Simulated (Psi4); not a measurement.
# B3LYP/cc-pVDZ run of C3H6F2 (1,3-difluoropropane)

What is the vertical singlet–triplet gap of C3H6F2 (1,3-difluoropropane) at B3LYP/cc-pVDZ? 

Program for the calculation: Psi4 1.11.

1 further run of the same task is left out (set aside as unsound or not needed).

## Step 1: Starting point

The species is C3H6F2 (11 atoms), meant as a singlet with charge 0. SMILES: `FCCCF`. Geometry: relaxed at PBE0-D4/def2-TZVP. This is one conformer, not always the lowest.

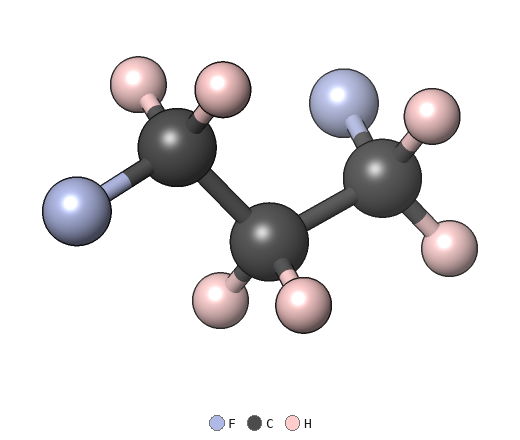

The structure, seen from a chosen angle (fluorine light blue, carbon dark grey, hydrogen pink).

## Step 2: Energy and gradient at B3LYP/cc-pVDZ

Contents of run.py:

```python
import psi4

psi4.set_memory('1600 MB')
psi4.set_num_threads(1)
psi4.core.set_output_file('psi4.out', False)

mol = psi4.geometry("""
0 1
F
C 1 1.383146
C 2 1.509437 1 109.75872
C 3 1.507237 2 112.39969 1 -178.91515
F 4 1.386267 3 110.30216 2 -63.01854
H 2 1.095592 1 107.72206 3 -121.11684
H 2 1.092722 6 108.87347 1 116.80696
H 3 1.09347 4 109.62604 5 59.14143
H 3 1.094927 8 107.43834 4 -117.54186
H 4 1.095414 5 107.32996 3 -121.77506
H 4 1.092972 10 108.76868 5 116.21199
units angstrom
symmetry c1
""")

options = {'basis': 'cc-pVDZ', 'reference': 'rks', 'puream': True, 'e_convergence': 1e-09, 'd_convergence': 1e-08, 'scf_type': 'pk', 'dft_radial_points': 99, 'dft_spherical_points': 590}
psi4.set_options(options)

E, wfn = psi4.gradient('B3LYP', return_wfn=True)
psi4.oeprop(wfn, 'LOWDIN_CHARGES', 'MULLIKEN_CHARGES', 'WIBERG_LOWDIN_INDICES')
print('gradient / Eh bohr^-1')
print(E.np.round(6))
print(f'energy = {wfn.energy():.10f} Eh')
```

Launch:

```bash
python run.py
```

psi4.out:

```text
[...]
  Running in c1 symmetry.
[...]
  Nuclear repulsion =  184.503536013995927
[...]
  Multiplicity = 1
[...]
  Nalpha       = 21
  Nbeta        = 21
[...]
    Number of basis functions: 100
[...]
   @RKS iter   1:  -317.38932187112079   -2.98205e-01   6.54257e-03 DIIS/ADIIS
[...]
   @RKS iter  11:  -317.61349125345328   -4.77485e-12   6.91034e-09 DIIS
[...]
    Orbital Energies [Eh]
    ---------------------
    Doubly Occupied:
       1A    -24.677508     2A    -24.670651     3A    -10.266621
       4A    -10.258550     5A    -10.198421     6A     -1.191817
       7A     -1.185302     8A     -0.803843     9A     -0.691709
      10A     -0.613812    11A     -0.516598    12A     -0.509685
      13A     -0.490034    14A     -0.479110    15A     -0.451704
      16A     -0.427989    17A     -0.394584    18A     -0.358127
      19A     -0.339918    20A     -0.330901    21A     -0.322301
[...]
  @RKS Final Energy:  -317.61349125345328
   => Energetics <=
    Nuclear Repulsion Energy =            184.5035360139959266
    One-Electron Energy =                -802.9361397425847144
    Two-Electron Energy =                 332.7768671232151405
    DFT Exchange-Correlation Energy =     -31.9577546480796073
    Empirical Dispersion Energy =           0.0000000000000000
    VV10 Nonlocal Energy =                  0.0000000000000000
    Total Energy =                       -317.6134912534532759
[...]
 Multipole Moments:
 ------------------------------------------------------------------------------------
     Multipole            Electronic (a.u.)      Nuclear  (a.u.)        Total (a.u.)
 ------------------------------------------------------------------------------------
 L = 1.  Multiply by 2.5417464519 to convert [e a0] to [Debye]
 Dipole X            :          2.3812143           -2.8861499           -0.5049356
 Dipole Y            :          1.9508169           -2.2857174           -0.3349005
 Dipole Z            :         -1.1907578            1.5513773            0.3606195
 Magnitude           :                                                    0.7050991
[...]
  -Total Gradient:
     Atom            X                  Y                   Z
    ------   -----------------  -----------------  -----------------
       1        0.000040248090     0.000304045338     0.008949740971
       2       -0.000403195630     0.000244922022     0.001187749602
       3        0.001227543141    -0.001135158731    -0.001825134620
       4        0.000015274860     0.001395666725     0.000492967991
       5       -0.007820865018    -0.004483450116    -0.002885416702
       6        0.004959638412    -0.003312855818    -0.003082275945
       7       -0.004886356191    -0.002857392625    -0.003687830628
       8       -0.004945461632     0.002995774929     0.002258534281
       9        0.004702920330     0.002929708358     0.002804062259
      10        0.005872956078    -0.002499610327    -0.002173468187
      11        0.001239062515     0.006421080999    -0.002030672825
[...]
```

On the terminal:

```text
gradient / Eh bohr^-1
[[ 4.000e-05  3.040e-04  8.950e-03]
 [-4.030e-04  2.450e-04  1.188e-03]
 [ 1.228e-03 -1.135e-03 -1.825e-03]
 [ 1.500e-05  1.396e-03  4.930e-04]
 [-7.821e-03 -4.483e-03 -2.885e-03]
 [ 4.960e-03 -3.313e-03 -3.082e-03]
 [-4.886e-03 -2.857e-03 -3.688e-03]
 [-4.945e-03  2.996e-03  2.259e-03]
 [ 4.703e-03  2.930e-03  2.804e-03]
 [ 5.873e-03 -2.500e-03 -2.173e-03]
 [ 1.239e-03  6.421e-03 -2.031e-03]]
energy = -317.6134912535 Eh
```

Run time: 40 s. Hardware: 1 thread of Intel Xeon Platinum 8488C (Sapphire Rapids), shared host; peak memory 0.84 GiB.

## Step 3: The triplet, same level

Contents of input.in:

```
memory 1.6 GB

molecule mol {
  0 3
  F     -3.71217800     2.70741062    -0.20238967
  C     -1.35172110     1.89104893     0.56805167
  C     -0.70864730    -0.56465017    -0.73283579
  C      1.82831003    -1.58396844     0.06557350
  F      3.73334293     0.07596699    -0.62587729
  H     -1.40690110     1.65407728     2.62407370
  H      0.01511781     3.36711401     0.10223418
  H     -0.73359168    -0.29158474    -2.78092096
  H     -2.15069730    -1.97703147    -0.27797871
  H      1.93923695    -1.82944386     2.11800504
  H      2.21740463    -3.39772757    -0.84262888
  units bohr
  symmetry c1
  no_reorient
  no_com
}

set basis cc-pVDZ
set reference uks
set puream true
set e_convergence 1e-09
set d_convergence 1e-08
set scf_type pk
set dft_radial_points 99
set dft_spherical_points 590
set maxiter 200

E, wfn = gradient('b3lyp', return_wfn=True)
oeprop(wfn, 'DIPOLE', 'WIBERG_LOWDIN_INDICES', 'MAYER_INDICES', title='B3LYP')
```

Launch:

```bash
psi4 -i input.in -o input.out -n 1
```

input.out:

```text
[...]
  Running in c1 symmetry.
[...]
  Nuclear repulsion =  184.503528997433932
[...]
  Multiplicity = 3
[...]
  Nalpha       = 22
  Nbeta        = 20
[...]
    Number of basis functions: 100
[...]
   @UKS iter   1:  -316.96555565692103    1.25561e-01   7.24833e-03 DIIS/ADIIS
[...]
   @UKS iter  26:  -317.28094678347691   -1.24487e-11   8.71208e-09 DIIS
[...]
   @S^2 Observed:                2.003239922E+00
[...]
  @UKS Final Energy:  -317.28094678347691
   => Energetics <=
    Nuclear Repulsion Energy =            184.5035289974339321
    One-Electron Energy =                -800.8373907111119934
    Two-Electron Energy =                 330.8755769203860950
    DFT Exchange-Correlation Energy =     -31.8226619901849546
    Empirical Dispersion Energy =           0.0000000000000000
    VV10 Nonlocal Energy =                  0.0000000000000000
    Total Energy =                       -317.2809467834769066
[...]
  -Total Gradient:
     Atom            X                  Y                   Z
    ------   -----------------  -----------------  -----------------
       1        0.034146249242    -0.004299437687     0.018490297048
       2       -0.025862653130    -0.029058376774    -0.042270549552
       3       -0.026523893578     0.032443098351     0.026266376804
       4        0.033202998085    -0.097029110936    -0.031138167509
       5       -0.004998139767     0.015929098060     0.001248206845
       6        0.000301786397     0.006672571998    -0.003269834495
       7       -0.008592944625    -0.001075292708     0.009265167767
       8        0.001585866941    -0.006394875906     0.008751976296
       9        0.016994689765     0.021299211250    -0.008193387174
      10       -0.008841948471     0.007949471565    -0.017887516934
      11       -0.011403441611     0.053563630330     0.038740269147
[...]
 Multipole Moments:
 ------------------------------------------------------------------------------------
     Multipole            Electronic (a.u.)      Nuclear  (a.u.)        Total (a.u.)
 ------------------------------------------------------------------------------------
 L = 1.  Multiply by 2.5417464519 to convert [e a0] to [Debye]
 Dipole X            :          1.1500055           -1.3212965           -0.1712911
 Dipole Y            :        -20.4846681           21.0303841            0.5457159
 Dipole Z            :          7.2485690           -7.1068820            0.1416870
 Magnitude           :                                                    0.5892552
[...]
```

It took 97 s on 1 thread of Intel Xeon Platinum 8488C (Sapphire Rapids), shared host; peak memory 0.85 GiB.

## Step 4: Results

Level: B3LYP/cc-pVDZ.

| quantity | value |
| --- | --- |
| singlet: total energy | -317.61349 Eh |
| singlet: dipole moment | 1.79 D |
| singlet: HOMO energy | -8.77 eV |
| singlet: LUMO energy | 1.48 eV |
| singlet: HOMO–LUMO gap | 10.25 eV |
| singlet: largest force on an atom | 0.487 eV/Å |
| triplet: total energy | -317.28095 Eh |
| triplet: dipole moment | 1.50 D |
| triplet: HOMO energy (highest over α and β) | -0.34 eV |
| triplet: ⟨S²⟩ | 2.003 |
| triplet: largest force on an atom | 5.511 eV/Å |
| vertical energy of the triplet above the singlet | 9.049 eV |

What this shows: At this shape the triplet lies 9.05 eV (209 kcal/mol) above the singlet. The largest force (singlet) is 0.49 eV/Å: the shape isn't a stationary point for this species at this level.
